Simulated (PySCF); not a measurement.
**C5H7F3OSi: density, localisation and related maps**

```xyz
17

C    -3.2253   -0.2819    0.7791
O    -1.8890   -0.6668    0.5938
Si   -0.8585   -0.4076   -0.6106
C     0.8797   -1.0739   -0.1654
C     1.4113    0.3360   -0.2628
C     2.8368    0.7364   -0.0984
F     3.3339    0.3220    1.0985
F     3.6215    0.1472   -1.0441
C     0.3367    1.0812   -0.5294
F     0.3262    2.4188   -0.7021
H    -3.2933    0.7962    0.9324
H    -3.5986   -0.7983    1.6631
H    -3.8304   -0.5569   -0.0859
H    -1.4112   -0.6245   -1.9415
H     1.3538   -1.7428   -0.8794
H     1.0110   -1.4977    0.8276
H     2.9886    1.8248   -0.1682
```

Geometry: GFN2-xTB.

Computed with PySCF 2.14.0, PBE0/pcSseg-1, SCF density, gas phase, non-relativistic.

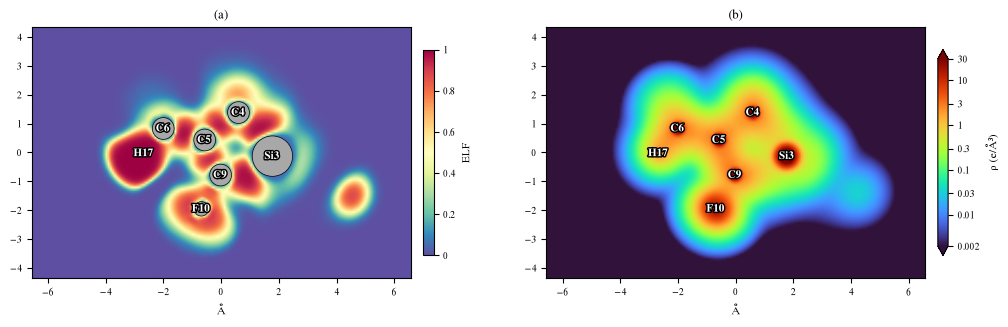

Figure 1. (a) ELF; (b) electron density on the plane of atoms Si3, C9 and C5. Grey discs cover the atomic cores in the ELF map.

Describe what can be read from this map.

The plane passes through Si, C, F and H nuclei. C–C (1.33 Å): ρ is about 2.3 e/Å³ halfway; the ELF peaks at about 0.90 between the atoms: a multiple bond. C–F (1.35 Å): the density is about 2.2 e/Å³ at the midpoint, with its minimum of 1.7 e/Å³ about 0.5 Å from C; the ELF peaks at about 0.85 between the atoms: a shared but strongly polarised pair. C–Si (1.91 Å): ρ is about 0.85 e/Å³ halfway; the ELF peaks at about 0.95 between the atoms, as expected for a shared electron pair. C–H (1.10 Å): the density is about 2.1 e/Å³ at the midpoint; the ELF climbs to about 1 towards the hydrogen, as it does in any bond to H; a covalent bond by its length. C–C (1.49 Å): ρ is about 1.8 e/Å³ halfway; the ELF peaks at about 0.95 between the atoms: a covalent bond. The ELF also peaks beside F10, away from the bonds: lone-pair regions.

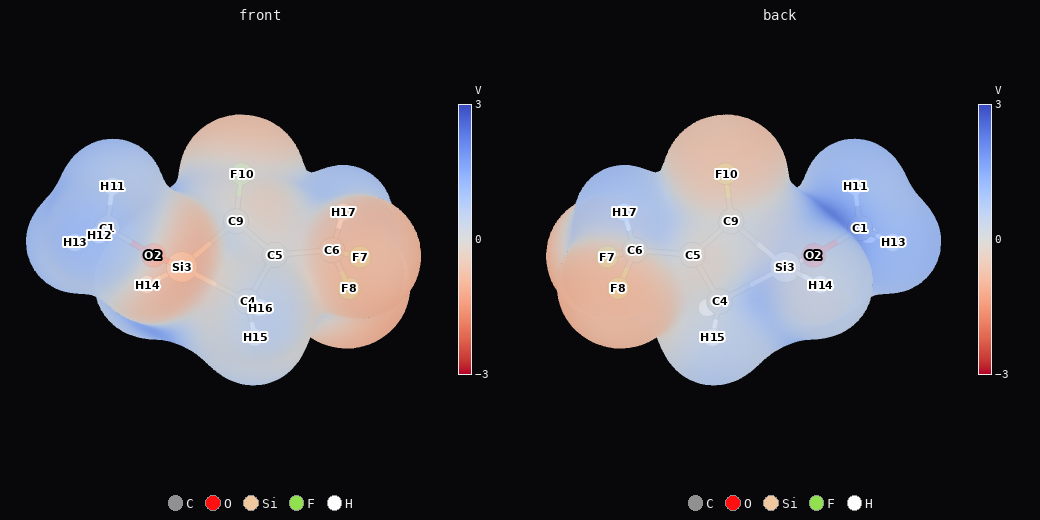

Figure 2. The molecular electrostatic potential painted on the density surface at 0.002 e/bohr³, seen from the front and from behind; red is negative and blue positive.

Describe the electrostatic potential map.

The most negative region (about −1.0 V) lies over O2, F7 and F8, the most positive (about +1.9 V) over Si3.
